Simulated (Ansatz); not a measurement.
```yaml
atoms:
  - { symbol: C, position_ang: [-0.2193, -3.8550, -1.3268] }
  - { symbol: C, position_ang: [0.2526, -2.4936, -1.1194] }
  - { symbol: C, position_ang: [0.6258, -1.3488, -0.9849] }
  - { symbol: C, position_ang: [1.0867, 0.0138, -0.7970] }
  - { symbol: Cl, position_ang: [0.9774, -5.0506, -0.6784] }
  - { symbol: Cl, position_ang: [0.8094, 1.0562, -2.2578] }
  - { symbol: F, position_ang: [-1.4212, -4.0621, -0.7230] }
  - { symbol: H, position_ang: [-0.3219, -4.0858, -2.3982] }
  - { symbol: H, position_ang: [0.5602, 0.4923, 0.0415] }
  - { symbol: H, position_ang: [2.1665, 0.0372, -0.5895] }
```

Geometry: B3LYP/def2-SVP.

Level of theory: isolated molecule in a Gaussian basis; Kohn-Sham density functional theory, functional PBE0 (Ansatz 0.2.0).

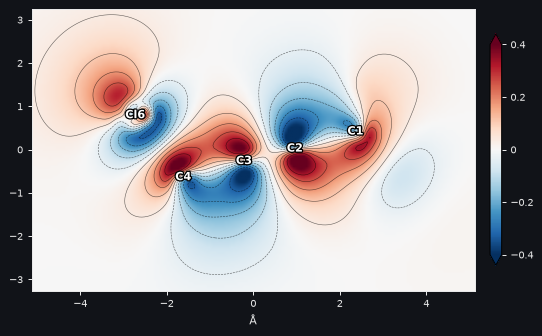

C₄H₃Cl₂F (SMILES F[C@H](Cl)C#CCCl). The LUMO on the plane of atoms C3, C4 and Cl6 (values in Å⁻³ᐟ²; the overall sign is arbitrary).

### Where does this orbital lie, and at what energy?

Its weight (Hirshfeld) is mainly on Cl6 (about 20 %), C2 (about 15 %), Cl5 (about 15 %), C3 (about 15 %), C4 (about 15 %) and C1 (about 10 %). Its energy is −1.38 eV.
